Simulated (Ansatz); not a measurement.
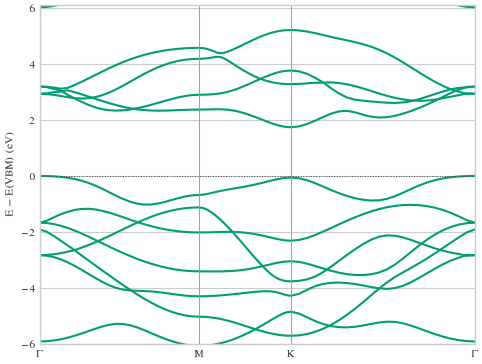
Band structure from plane-wave PAW r²SCAN+D4 (Ansatz code)

Task: Read off the gap and where the band edges lie.

Result: About 1.7 eV (1.74 eV by a search for the band edges); maximum at Γ, minimum at K.

The material is monolayer MoS₂ (1H, P-6m2 in the vacuum cell, 3 atoms).

A layer that has been made, often on a substrate. The cell was relaxed with r²SCAN+D4 under the symmetry of its start; whether a distortion lowers the energy is not shown. The run is not spin-polarised. Spin–orbit coupling is left out wherever it is not named.

Potentials: the later of the program's two PAW sets.
